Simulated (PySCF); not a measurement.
# Geometry relaxation of MoCl3O

- system: MoCl3O, multiplicity 2, SMILES [O]=[Mo]([Cl])([Cl])[Cl]
- method: PBE0-D3(BJ)/def2-SVP geometry optimisation, gas phase (PySCF 2.14.0)

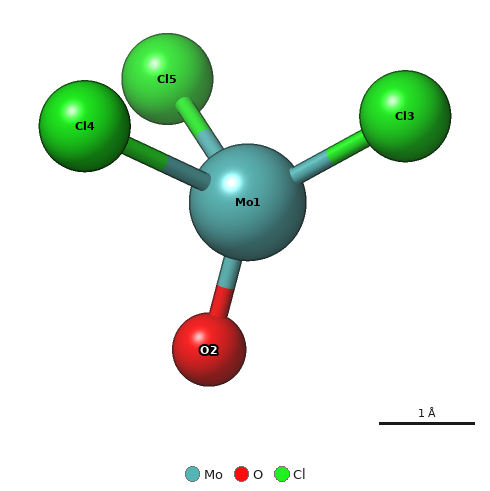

The input geometry (ball-and-stick view, seen at a tilt; atoms are numbered from 1 in the order of the input). Sticks mark near contacts. Bond lengths as drawn: Cl–Mo 2.04 to 2.31 Å and Mo–O 1.63 Å.

Results in brief

- outcome: converged
- total energy: −1523.176856 hartree
- ⟨S²⟩: 0.755
- dipole moment: 0.90 D
- point group: Cs
- hardware: 1 CPU thread, shared host
- wall time: 2 min
- peak memory: 0.44 GiB

Input
```
{"job": {"xc": "PBE0", "basis": "def2-SVP", "d3": "d3bj", "grid": 1, "maxiter": 30, "shake": 0.03, "kind": "geom"}, "charge": 0, "multiplicity": 2}
Mo     0.278360    -0.079550     0.272290
O     -0.094860    -0.033850     1.859630
Cl     2.021560     0.000060    -0.776090
Cl    -1.010360     1.586740    -0.681710
Cl    -1.119850    -1.583890    -0.736240
```

The first line tells a small driver script what to run in PySCF; the rest is the geometry in Å.

Launch command:
```bash
OMP_NUM_THREADS=1 python <driver script> task.json out
```

Output
```
step   0  E = -1523.14260662  max force = 0.145375
step   1  E = -1523.17361803  max force = 0.026151
step   2  E = -1523.17613227  max force = 0.006921
step   3  E = -1523.17657008  max force = 0.005217
step   4  E = -1523.17671527  max force = 0.003250
step   5  E = -1523.17670145  max force = 0.003116
step   6  E = -1523.17681053  max force = 0.001921
step   7  E = -1523.17684776  max force = 0.000717
step   8  E = -1523.17685236  max force = 0.000591
step   9  E = -1523.17685606  max force = 0.000298
optimisation converged
```

Trajectory as extended XYZ (Å, eV, eV/Å), 10 frames, from step=0 to step=9
```
5
Properties=species:S:1:pos:R:3:forces:R:3 step=0 energy=-41446.82143
Mo    0.2784   -0.0795    0.2723   -7.4755   0.1242   0.3553
O    -0.0949   -0.0338    1.8596    0.5463   0.0024   1.7659
Cl    2.0216    0.0001   -0.7761    6.0067   0.2265  -2.7557
Cl   -1.0104    1.5867   -0.6817    0.5410  -0.1288   0.3840
Cl   -1.1199   -1.5839   -0.7362    0.3815  -0.2244   0.2505
5
Properties=species:S:1:pos:R:3:forces:R:3 step=1 energy=-41447.66530
Mo    0.1521   -0.0991    0.2437   -1.3447   0.2820   0.5415
O    -0.0572    0.0212    1.8906    0.2667  -0.1416  -1.0892
Cl    2.1280   -0.0008   -0.7829    0.6118   0.0460  -0.0181
Cl   -1.0170    1.6500   -0.6388    0.2930  -0.2120   0.2457
Cl   -1.1310   -1.6818   -0.7748    0.1732   0.0256   0.3201
5
Properties=species:S:1:pos:R:3:forces:R:3 step=2 energy=-41447.73371
Mo    0.1310   -0.0531    0.1805   -0.1354  -0.1287  -0.2753
O    -0.1132   -0.0517    1.8006    0.1028   0.0787   0.3559
Cl    2.1911    0.0156   -0.7490    0.1343  -0.0596   0.0798
Cl   -0.9969    1.7060   -0.6458   -0.0974   0.1337  -0.0769
Cl   -1.1372   -1.7273   -0.6485   -0.0042  -0.0242  -0.0834
5
Properties=species:S:1:pos:R:3:forces:R:3 step=3 energy=-41447.74563
Mo    0.1109   -0.0739    0.1875    0.0664  -0.0619  -0.2683
O    -0.0900    0.0022    1.8134   -0.0191   0.0628   0.1893
Cl    2.1884   -0.0096   -0.7104    0.0044  -0.0121   0.0948
Cl   -0.9925    1.7017   -0.6545   -0.0151   0.0554  -0.0227
Cl   -1.1419   -1.7308   -0.6980   -0.0366  -0.0442   0.0069
5
Properties=species:S:1:pos:R:3:forces:R:3 step=4 energy=-41447.74958
Mo    0.0972   -0.0829    0.1780    0.0539  -0.0093   0.0654
O    -0.1026    0.0476    1.8054   -0.0154   0.0368  -0.1671
Cl    2.2058   -0.0388   -0.6496   -0.1009   0.0136   0.0704
Cl   -0.9722    1.7097   -0.6883    0.0691  -0.0511   0.0039
Cl   -1.1534   -1.7462   -0.7076   -0.0067   0.0100   0.0273
5
Properties=species:S:1:pos:R:3:forces:R:3 step=5 energy=-41447.74920
Mo    0.0716   -0.1056    0.1725    0.0396   0.0634   0.1547
O    -0.1301    0.1451    1.7851   -0.0189  -0.0660  -0.1602
Cl    2.2205   -0.0841   -0.5401   -0.1188   0.0563  -0.0150
Cl   -0.9132    1.7031   -0.7555    0.0926  -0.0558  -0.0142
Cl   -1.1740   -1.7690   -0.7241    0.0055   0.0022   0.0346
5
Properties=species:S:1:pos:R:3:forces:R:3 step=6 energy=-41447.75217
Mo    0.0745   -0.1028    0.1755    0.0261  -0.0140   0.0879
O    -0.1347    0.1285    1.7890   -0.0174  -0.0105  -0.0988
Cl    2.2143   -0.0673   -0.5564   -0.0664   0.0386  -0.0075
Cl   -0.9079    1.7015   -0.7576    0.0526  -0.0240  -0.0035
Cl   -1.1714   -1.7704   -0.7127    0.0050   0.0099   0.0219
5
Properties=species:S:1:pos:R:3:forces:R:3 step=7 energy=-41447.75318
Mo    0.0711   -0.1109    0.1817   -0.0359  -0.0369  -0.0064
O    -0.1487    0.1375    1.7895    0.0023   0.0099   0.0178
Cl    2.2042   -0.0471   -0.5547    0.0327   0.0098  -0.0143
Cl   -0.8796    1.6926   -0.7774   -0.0055   0.0201  -0.0012
Cl   -1.1721   -1.7826   -0.7011    0.0064  -0.0029   0.0041
5
Properties=species:S:1:pos:R:3:forces:R:3 step=8 energy=-41447.75331
Mo    0.0701   -0.1128    0.1817   -0.0304  -0.0121  -0.0133
O    -0.1476    0.1388    1.7893    0.0056   0.0049   0.0183
Cl    2.2030   -0.0425   -0.5572    0.0209   0.0061  -0.0074
Cl   -0.8801    1.6925   -0.7764   -0.0007   0.0073   0.0014
Cl   -1.1705   -1.7867   -0.6996    0.0046  -0.0061   0.0010
5
Properties=species:S:1:pos:R:3:forces:R:3 step=9 energy=-41447.75341
Mo    0.0665   -0.1161    0.1813   -0.0045   0.0153  -0.0060
O    -0.1437    0.1418    1.7891    0.0078  -0.0053   0.0046
Cl    2.1999   -0.0310   -0.5615   -0.0100  -0.0004   0.0059
Cl   -0.8826    1.6922   -0.7735    0.0018  -0.0034  -0.0008
Cl   -1.1653   -1.7974   -0.6974    0.0049  -0.0063  -0.0037
```

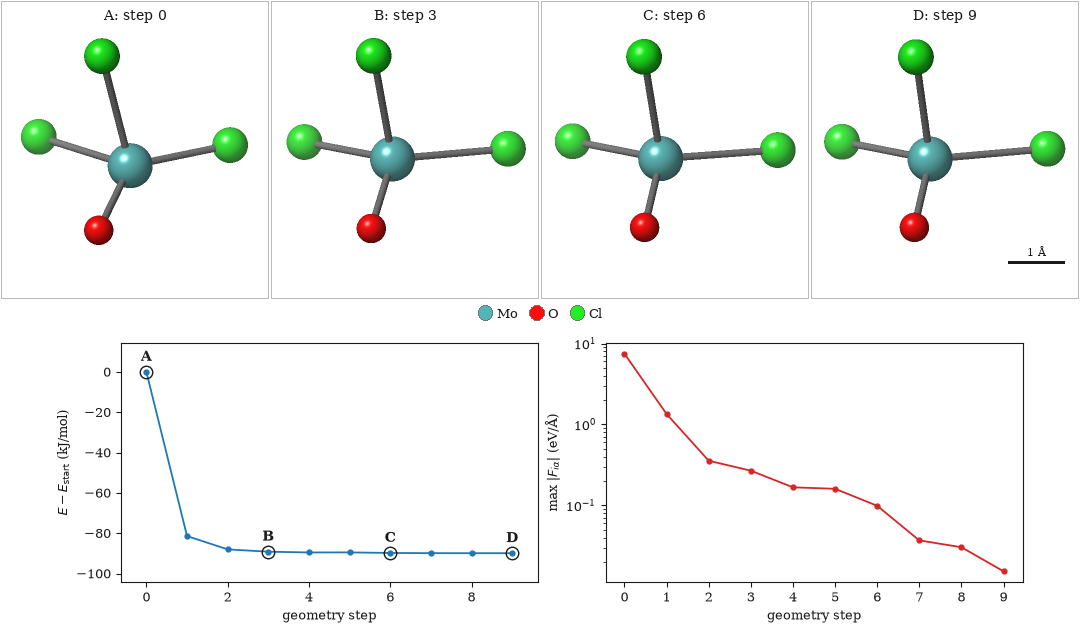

Frames of the relaxation (ball-and-stick view, seen at a tilt) above the curves, on which the letters mark them (steps are counted from 0).

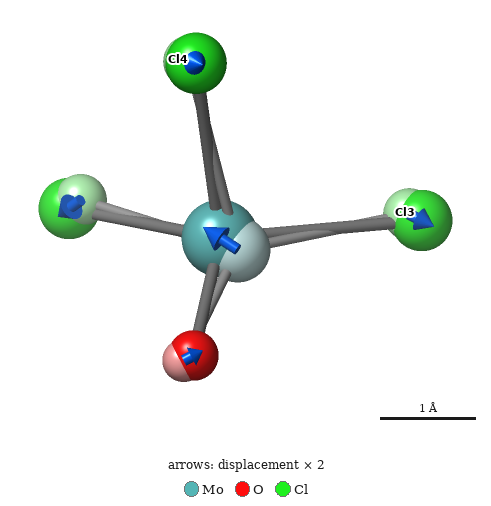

Start (faint) and end (solid) with the displacements as blue arrows, magnified 2 times (ball-and-stick view, seen at a tilt). The two geometries are laid on each other by the best rigid fit. The largest move after the best rigid fit is that of Mo1, 0.23 Å. Largest moves by element: Mo 0.23 Å, Cl 0.20 Å, O 0.12 Å. Among the contacts that change: Mo1–Cl3 2.036 → 2.261 Å, Mo1–Cl4 2.312 → 2.254 Å, Mo1–Cl5 2.288 → 2.262 Å, Mo1–O2 1.631 → 1.642 Å. Among the angles that change: O2–Mo1–Cl3 134.1° → 115.9°, Cl4–Mo1–Cl5 87.2° → 101.7°, O2–Mo1–Cl5 107.9° → 115.3°. The energy falls by 89.9 kJ/mol in 9 geometry steps. The largest force component goes from 7.5 to 0.015 eV/Å. (Atoms are counted from 1 in the order of the input.)
